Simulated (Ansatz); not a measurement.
A series of calculations on CH₈O₂Si₂

**1. Relaxation**

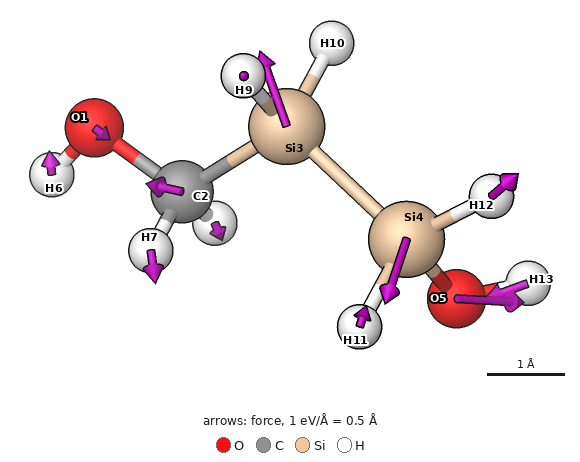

Starting geometry of CH8O2Si2 with the computed forces as purple arrows. Style: ball-and-stick. Shown from a free direction.

The run prepares an end point of a later path (torsion) calculation, from a guessed geometry.

The calculation used Ansatz, RKS CAM-B3LYP-D4/6-31G. Set-up: no spin polarisation; force threshold 0.015 eV/Å; at most 40 steps.

**What follows when this structure is relaxed?**

It isn't relaxed: the largest force vector, on an O atom, is 2.34 eV/Å. The final displacements have little in common with the starting forces (cosine between the two patterns 0.14). The largest move after the best rigid fit is that of an H atom, 1.03 Å. By element the largest moves are H 1.03 Å, O 0.39 Å, Si 0.22 Å, C 0.18 Å. Near-neighbour distances that change, for instance: Si–Si 2.234 → 2.345 Å, H–Si 1.445 → 1.505 Å, O–Si 1.693 → 1.739 Å, C–Si 1.871 → 1.914 Å. Among the angles between lasting bonds that change: O–C–Si 116.3° → 105.4°, Si–Si–O 112.4° → 101.7°, C–O–H 103.2° → 111.1°. Groups turn about O–Si by about 70°, Si–Si by about 30°. After 24 accepted moves (27 points after the start) the energy has fallen by 45.9 kJ/mol. Largest force component: 2.1 eV/Å at the start, 0.0055 eV/Å at the end. The line search rejected the trial steps at points 12, 23, 25 of the run. The forces were under the threshold at step 14, but the run went on from there.

**2. Relaxation**

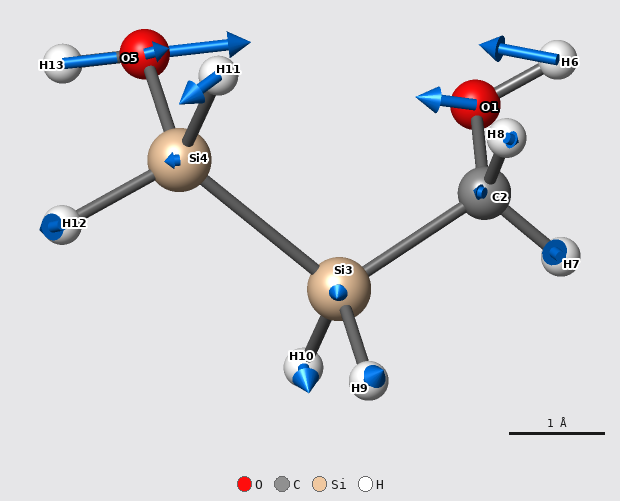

This is a relaxation of CH₈O₂Si₂. The starting structure is drawn; blue arrows show the displacements, at their true length. The two geometries are superimposed by the best rigid fit.

Style: ball-and-stick. Shown at a tilt.

The run prepares an end point of a later path (torsion) calculation, from a guessed geometry.

Theory: Ansatz 0.2.0, RKS CAM-B3LYP-D4/6-31G.

The input:
```yaml
crystal:
  periodic: [false, false, false]
  atoms:
    - { symbol: O, position_ang: [1.1745, -0.3835, 2.6475] }
    - { symbol: C, position_ang: [0.2223, -0.2873, 1.5211] }
    - { symbol: Si, position_ang: [0.9706, -0.0904, -0.1827] }
    - { symbol: Si, position_ang: [2.10988, 1.82865, -0.28979] }
    - { symbol: O, position_ang: [3.34525, 1.91032, 0.86464] }
    - { symbol: H, position_ang: [0.5851, -0.4055, 3.4393] }
    - { symbol: H, position_ang: [-0.3391, -1.2034, 1.5489] }
    - { symbol: H, position_ang: [-0.418, 0.57, 1.6955] }
    - { symbol: H, position_ang: [-0.11929, -0.13426, -1.20246] }
    - { symbol: H, position_ang: [1.88048, -1.2566, -0.47744] }
    - { symbol: H, position_ang: [1.19531, 3.01081, 0.07608] }
    - { symbol: H, position_ang: [2.7362, 2.07389, -1.56888] }
    - { symbol: H, position_ang: [4.2882, 1.87572, 0.5494] }
basis:
  gaussian: { orbitals: "6-31G" }
hamiltonian:
  xc: cam_b3lyp
  dispersion: d4
relax:
  f_tol: 0.015
  max_steps: 40
output:
  orbitals: {}
```

Launched with:
```bash
ansatz run input.yaml --threads 1 --pin off --max-ram 2048MiB --backend cpu --events-out ev --progress --plain --runs-dir out
```

Q: Atoms of which element are displaced furthest, and by how much?

A: Hydrogen: up to 2.00 Å, against 0.66 Å for oxygen.

Q: Describe the change and its energy.

A: The largest move after the best rigid fit is that of H13, 2.00 Å. By element the largest moves are H 2.00 Å, O 0.66 Å, Si 0.20 Å, C 0.14 Å. Some distances before and after: Si3–Si4 2.234 → 2.362 Å, C2–Si3 1.871 → 1.934 Å, Si4–H12 1.445 → 1.497 Å, Si4–H11 1.539 → 1.504 Å. Among the angles between lasting bonds that change: O1–C2–Si3 116.3° → 106.3°, C2–O1–H6 103.2° → 112.0°, O5–Si4–H11 103.6° → 112.1°. Groups turn about Si4–O5 by about 125°, Si3–Si4 by about 25°, C2–Si3 by about 20°. Over 27 accepted moves (28 points after the start) the energy falls by 18.7 kcal/mol. Largest force component: 2.3 eV/Å at the start, 0.015 eV/Å at the end. The line search rejected the trial step at point 6 of the run.

**3. Path**

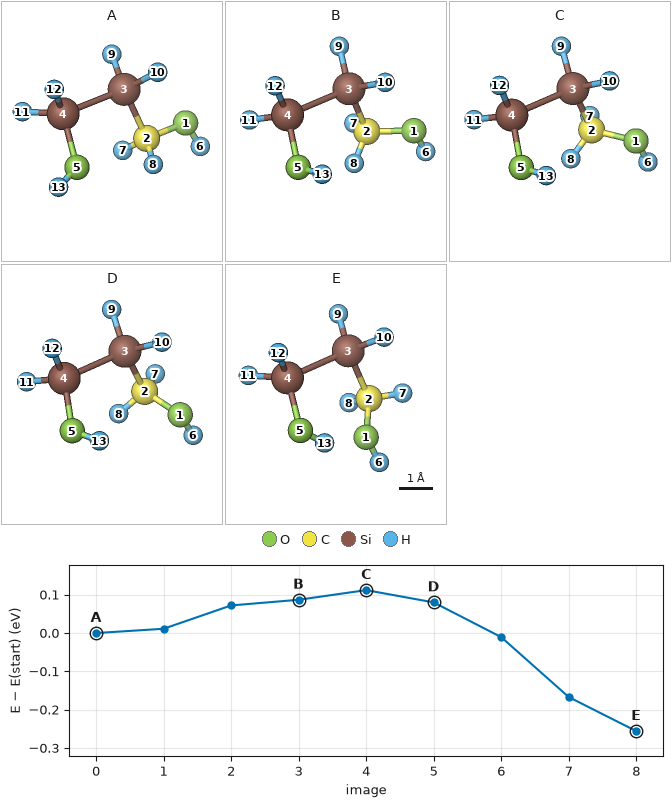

NEB run on CH8O2Si2. Images are numbered from 0 (start) to 8 (end). Frames A to E are images 0, 3, 4, 5, 8. A ball-and-stick model, seen from a free direction.

Computed with Ansatz, RKS CAM-B3LYP-D4/6-31G. Settings: 7 movable images; climbing image; force threshold 0.05 eV/Å; iteration limit 40; starting path through a guess of the saddle point.

Question: Describe the mechanism and the energy profile.

Answer: The motion is a rotation about the C2–Si3 bond by about 135°, with a turn of about 195° about Si4–O5. No bond forms or breaks between the ends. Bond angles that change up to the highest image, for instance: Si3–Si4–O5 101.7° → 110.2°, O5–Si4–H11 110.5° → 104.0°. The energy climbs by 0.112 eV to image 4 and then falls by 0.368 eV, so the end point sits at −0.256 eV. The band is converged.
